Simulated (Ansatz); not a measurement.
# FGeH$_{3}$O: what the fields show

Input

```
crystal:
  periodic: [false, false, false]
  atoms:
    - { symbol: Ge, position_ang: [0.0, 0.0, 0.0] }
    - { symbol: O, position_ang: [1.1168, 0.0, 1.6228] }
    - { symbol: H, position_ang: [0.2072, -0.2814, 1.96] }
    - { symbol: H, position_ang: [1.7092, 0.0, 0.376] }
    - { symbol: F, position_ang: [-0.7913, 1.3709, -0.5594] }
    - { symbol: H, position_ang: [-0.73, -1.2648, -0.5162] }
basis:
  gaussian: { orbitals: def2-SVP }
hamiltonian:
  xc: b3lyp
relax:
  f_tol: 0.15
  max_steps: 25
  restrain:
    - { distance: [1, 3], at: 2.21, k: 30.0 }
    - { distance: [0, 1], at: 1.77, k: 30.0 }
    - { distance: [0, 3], at: 1.55, k: 30.0 }
output:
  orbitals: {}
```

Launched as:

```sh
ansatz run input.yaml --threads 1 --pin off --max-ram 2048MiB --backend cpu --events-out ev --progress --plain --runs-dir out
```

The fields are those of the run's last geometry, not of the input's.

Not at a stationary point (largest force 1.2 eV/Å).

Level of theory: RKS B3LYP/def2-SVP in Ansatz.

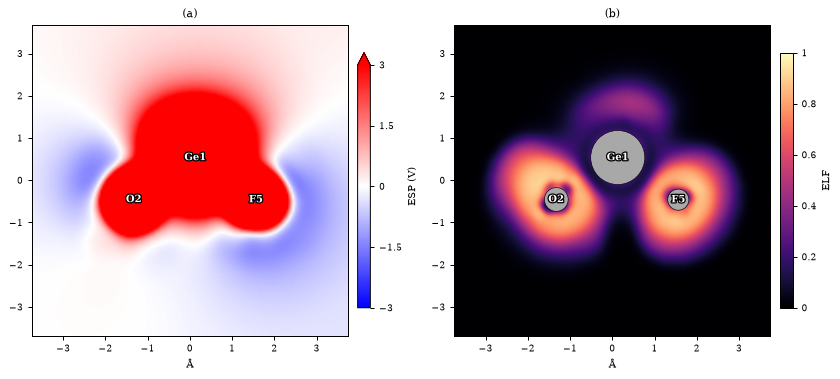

Figure 1. (a) molecular electrostatic potential; (b) ELF on the plane of atoms O2, Ge1 and F5. Grey discs cover the atomic cores in the ELF map.

Interpret the plot.

The plane passes through Ge, O and F nuclei.
Ge–F (1.75 Å): the ELF peaks at about 0.80 in the valence shell of F, 0.5 Å from its nucleus, and is about 0.25 at the midpoint.
Ge–O (1.76 Å): the ELF peaks at about 0.85 in the valence shell of O, 0.6 Å from its nucleus, and is about 0.35 at the midpoint.
The ELF also peaks beside F5 and O2, away from the bonds: lone-pair regions.
Outside the dense part of the molecule the potential is most negative (−1.5 V) near F5.

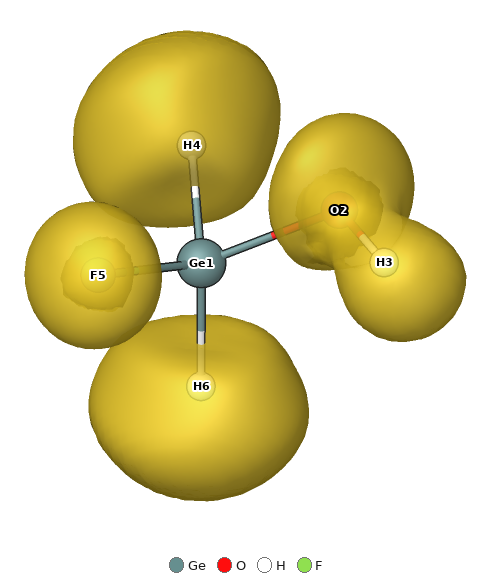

Figure 2. Isosurface of the electron localisation function at 0.75 (yellow), seen at a tilt. Only the valence region is drawn (cores and ρ < 0.01 e/Å³ removed).

What do the ELF domains correspond to?

The surface consists of two regions around hydrogen nuclei, one region wrapped around F (its valence shell) and one joined region spread over several atoms (H, O), in which their bonds and any lone pairs are merged.

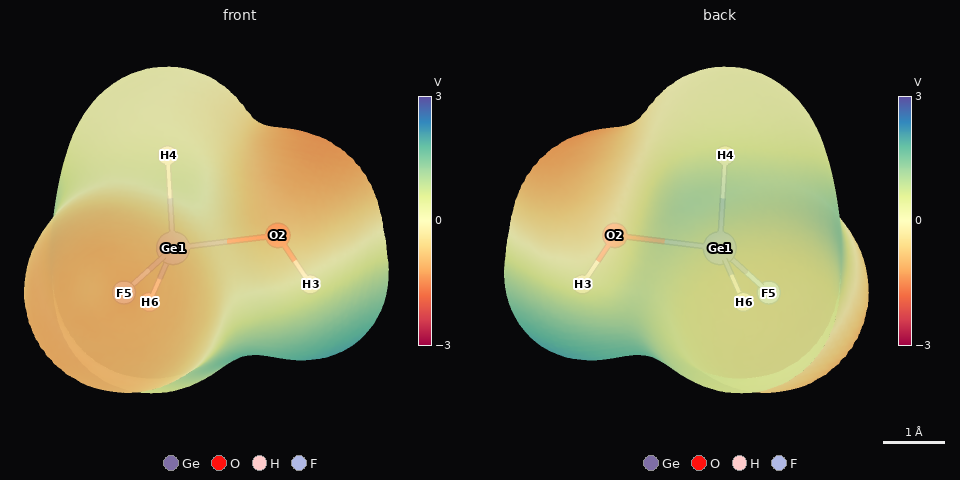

Figure 3. The molecular electrostatic potential painted on the density surface at 0.001 e/bohr³, seen from the front and from behind; the colour scale runs from red (negative) to blue (positive).

Which sites attract a positive test charge, and which a negative one?

A positive charge is drawn to the negative regions and a negative charge to the positive ones. The most negative region (about −1.3 V) lies over O2, the most positive (about +2.0 V) over H3. O2 is the likeliest acceptor of a hydrogen bond.
